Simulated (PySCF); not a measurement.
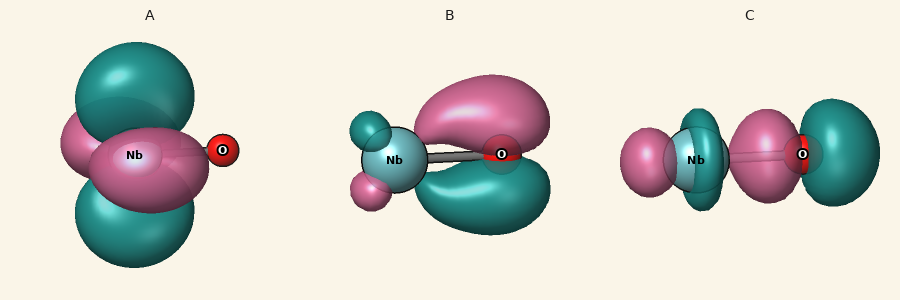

*NbO (quartet). Three frontier β-spin orbitals, each drawn at the value that holds 80 % of its norm (teal and pink are the two phases), in no order; of a degenerate pair one member is drawn.*

Core potentials replace the inner electrons of Nb.

Method: PySCF 2.14.0, PBE0/cc-pVDZ(-PP), non-relativistic Hamiltonian with scalar-relativistic core potentials where named, at a bond length of 1.689 Å.

> Name the orbitals and rank them from lowest to highest energy.

Orbital C: σ, occupied in this spin, −9.81 eV; mainly on O (75 %).
Orbital B: π, occupied in this spin, −9.75 eV; mainly on O (75 %).
Orbital A: δ, empty in this spin, −0.61 eV; almost wholly on Nb.
